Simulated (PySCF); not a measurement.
**Diborane tri Cl (B2Cl3H3): what the electrons do**

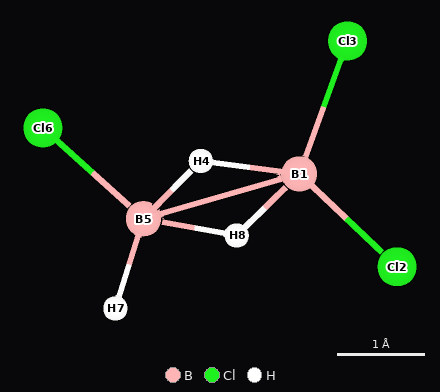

The molecule, with its atoms numbered as below. No frequency check shows the geometry to be a minimum.

Geometry (Å), atoms numbered from 1:

```
B1       0.6188   -0.0691    0.0007
Cl2      2.1643   -0.9281    0.0000
Cl3      0.5821    1.6925   -0.0001
H4      -0.2065   -0.5938    0.9651
B5      -0.9897   -1.0568   -0.0012
Cl6     -2.5591   -0.2320    0.0002
H7      -0.9142   -2.2337    0.0004
H8      -0.2088   -0.5944   -0.9643
```

Part 1: Bonding charge

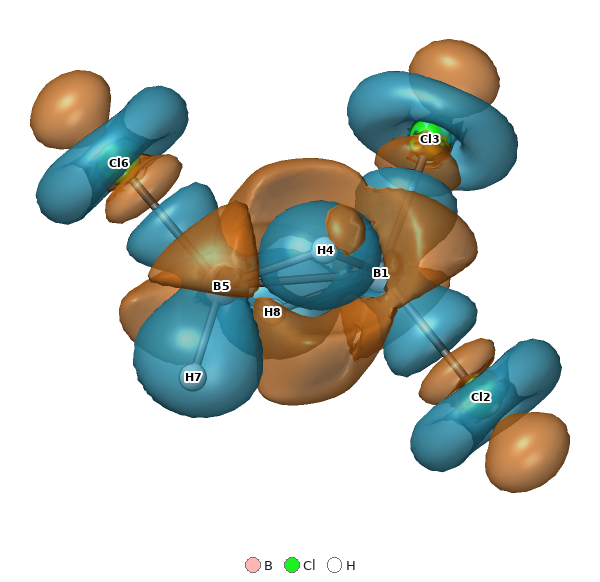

Deformation density (molecule less spherical, spin-averaged free atoms at the same positions), surfaces at ±0.04 e/Å³; light blue: gain, orange: loss.

Computed with PySCF, PBE0/def2-SVP, geometry: GFN2-xTB.

Question: How much density has each bond gained at its critical point, relative to the free atoms?

Answer: B5–H7: +0.48 e/Å³ at the bond critical point (bond length 1.18 Å, Mayer order 1.0). B1–Cl3: +0.23 e/Å³ at the bond critical point (bond length 1.76 Å, Mayer order 1.3). B1–Cl2: +0.22 e/Å³ at the bond critical point (bond length 1.77 Å, Mayer order 1.3). B5–Cl6: +0.19 e/Å³ at the bond critical point (bond length 1.77 Å, Mayer order 1.3). B1–H4: +0.08 e/Å³ at the bond critical point (bond length 1.37 Å, Mayer order 0.5); up to 0.6 Å beside the axis the gain reaches +0.30 e/Å³. B1–H8: +0.08 e/Å³ at the bond critical point (bond length 1.38 Å, Mayer order 0.5); up to 0.6 Å beside the axis the gain reaches +0.30 e/Å³. B5–H8: +0.06 e/Å³ at the bond critical point (bond length 1.32 Å, Mayer order 0.5); up to 0.6 Å beside the axis the gain reaches +0.31 e/Å³. H4–B5: +0.06 e/Å³ at the bond critical point (bond length 1.33 Å, Mayer order 0.5); up to 0.6 Å beside the axis the gain reaches +0.31 e/Å³. In all, 1.5 electrons gather in the regions of gain relative to the promolecule. A small or negative value marks a very polar bond, one between electron-rich atoms, whose free-atom densities already overlap strongly, a long bond to a heavier atom, or a closed-shell contact such as a hydrogen bond.

Question: Where do the Hirshfeld charges lie?

Answer: The highest Hirshfeld charge is on B1 (+0.11 e), the lowest on Cl6 (−0.06 e).

| atom | charge (e) |
| --- | --- |
| B1 | +0.11 |
| Cl2 | −0.05 |
| Cl3 | −0.04 |
| H4 | +0.01 |
| B5 | +0.05 |
| Cl6 | −0.06 |
| H7 | −0.04 |
| H8 | +0.01 |

Part 2: Bond critical points

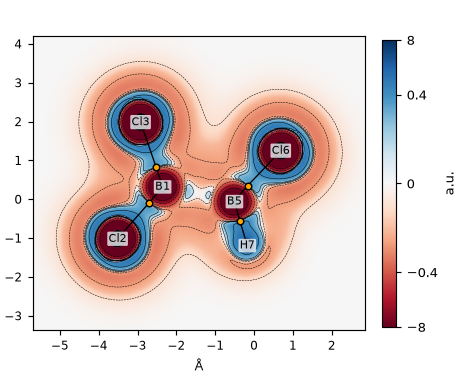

Negative Laplacian of the density (−∇²ρ) in the plane of B1, Cl2, Cl3, B5, Cl6 and H7 (blue positive, red negative, colour scale in a.u., logarithmic beyond ±0.04), with bond paths and bond critical points (dots).

Question: Sort the bonds in the plane by the sign of ∇²ρ at their critical points.

Answer: Concentrated (∇²ρ < 0): B5–H7 (−0.21 a.u.); B1–Cl3 (−0.06 a.u.); B1–Cl2 (−0.07 a.u.); B5–Cl6 (−0.03 a.u.). At none is it depleted.

Question: Where along B5–Cl6 does the critical point lie?

Answer: 0.54 Å from B5 and 1.24 Å from Cl6.

Part 3: Local ionisation energy

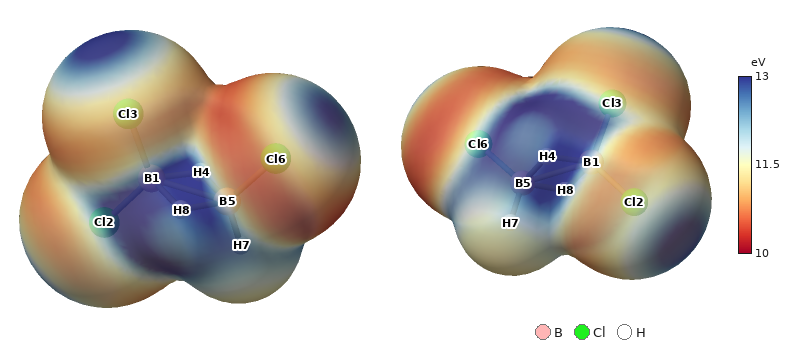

Average local ionisation energy on the surface of electron density 0.001 a.u. (back view left, front view right).

Question: Where are the most loosely bound electrons on this surface?

Answer: The lowest value is 10.4 eV, 2.1 Å from Cl6. Further minima include 10.5 eV, 2.1 Å from Cl6; 10.7 eV, 2.1 Å from Cl3; 10.8 eV, 2.1 Å from Cl2. For comparison, the highest occupied orbital lies at −8.9 eV.

The PySCF run shown took 19 s on 1 thread of Intel(R) Xeon(R) Processor @ 2.50GHz (Skylake/Cascade Lake) (shared host).
